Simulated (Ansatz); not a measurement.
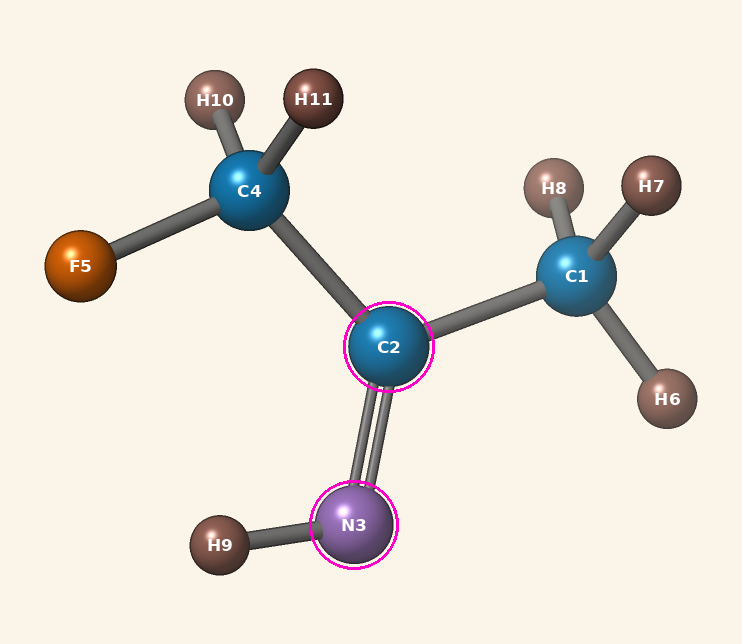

Distant atoms are faded towards the background colour. Circles mark the stereogenic atoms. The computed structure is the end point of a PBE0-D4/def2-TZVP optimisation. No frequency run is at hand to confirm it as a minimum.

Q: Assign CIP descriptors.

A: C2=N3: Z.
